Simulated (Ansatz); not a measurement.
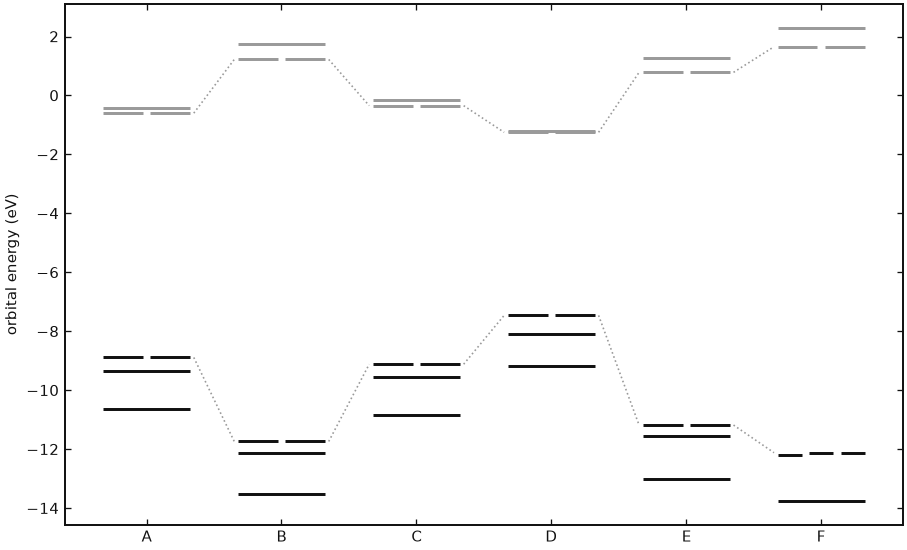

Frontier orbital energies of ZnHCl, SMILES [Cl][ZnH], singlet at one geometry, def2-TZVPP, the Ansatz code 0.2.0, at a PBE0-D4/def2-TZVP geometry (a minimum by its frequencies). Empty levels are grey, levels within 0.1 eV stand side by side; all columns show the same few orbitals around the gap. Dotted lines join the HOMOs and the LUMOs.

> The columns come from HF, LC-wPBE, PBE0, r2SCAN0, revPBE and ωB97M-V. Which is which?

A: PBE0 (HOMO −8.89, LUMO −0.60, separation 8.29 eV)
B: LC-wPBE (HOMO −11.74, LUMO 1.22, separation 12.96 eV)
C: r2SCAN0 (HOMO −9.12, LUMO −0.35, separation 8.77 eV)
D: revPBE (HOMO −7.46, LUMO −1.25, separation 6.21 eV)
E: ωB97M-V (HOMO −11.18, LUMO 0.78, separation 11.96 eV)
F: HF (HOMO −12.12, LUMO 1.65, separation 13.77 eV)

Limits of at least one run: empty levels above zero depend strongly on the basis; no scalar relativity up to krypton.
